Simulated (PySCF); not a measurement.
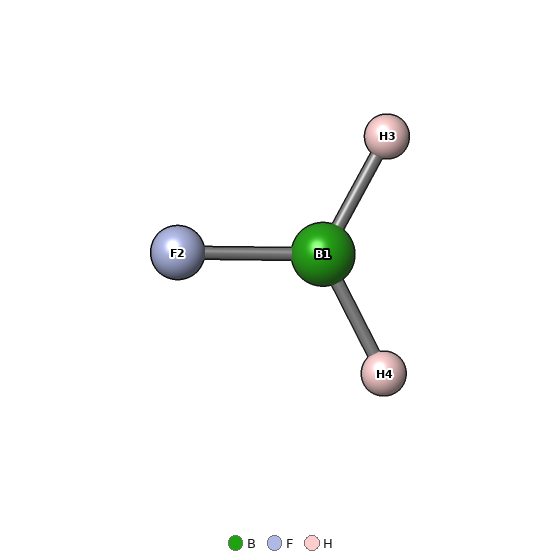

Geometry used (BH₂F, SMILES BF).

Kohn-Sham orbital energies near the frontier, CAM-B3LYP/def2-SVPD in PySCF 2.14.0, at a PBE0-D3(BJ)/def2-SVP geometry (no frequency check), isolated molecule; empty levels in grey, levels within 0.03 eV side by side.

### Where do the frontier orbitals lie?

HOMO at −10.88 eV, LUMO at −0.11 eV, 10.77 eV apart.

### How does −ε(HOMO) compare with the ΔSCF vertical ionisation energy at this level?

−ε(HOMO) is 10.88 eV, the ΔSCF value 12.59 eV; the orbital energy is 1.71 eV too shallow.

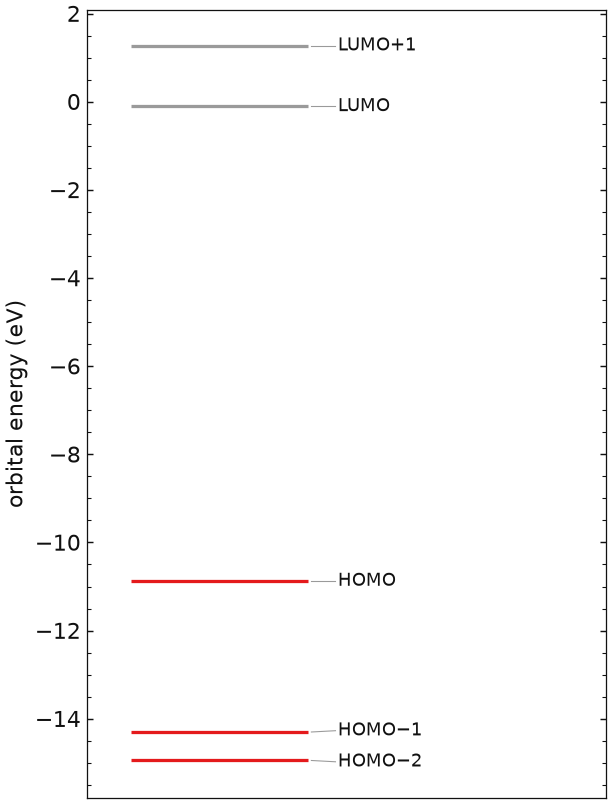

Known limits of this run: empty levels above zero depend strongly on the basis.
